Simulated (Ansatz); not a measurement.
# Ge (diamond structure), cut as (110) film, 21 layers, monohydride

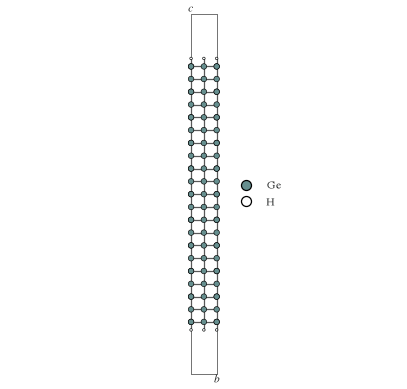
*Relaxed structure, one periodic cell*

Method: PBE (plane waves to 420 eV, PAW; Ansatz, an electronic-structure program).

change of bonding against the cut: none
number of neighbours within 2.993 Å (ending not counted): 3 for 4 atoms, 4 for 38 atoms
mean Ge-Ge distance (least to greatest): 2.492 Å (2.468 to 2.495)
